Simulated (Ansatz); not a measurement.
Response to strain in MgSe

Take MgSe in the rock salt structure (space group Fm-3m, No. 225; a = 5.473 Å) as the base. Axes: x, y, z lie along the cube axes.

Strains are applied to the cell and any free atomic positions relax; under biaxial strain the out-of-plane vector relaxes too.

The values are results of Kohn–Sham DFT with the r2SCAN functional, run in Ansatz (a first-principles code) with PAW and 500 eV plane waves, no spin-orbit coupling, earlier PAW set, not measurements.

Notes on the quantities. energy relative to the base: free energy F.

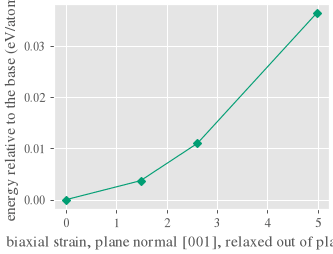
Energy relative to the base against biaxial strain, plane normal [001], relaxed out of plane

```json
[
 {"biaxial strain, plane normal [001], relaxed out of plane (%)": "1.48", "energy relative to the base": "+3.7 meV/atom"},
 {"biaxial strain, plane normal [001], relaxed out of plane (%)": "2.61", "energy relative to the base": "+11 meV/atom"},
 {"biaxial strain, plane normal [001], relaxed out of plane (%)": "4.98", "energy relative to the base": "+36 meV/atom"}
]
```

Stability against distortions was not tested.
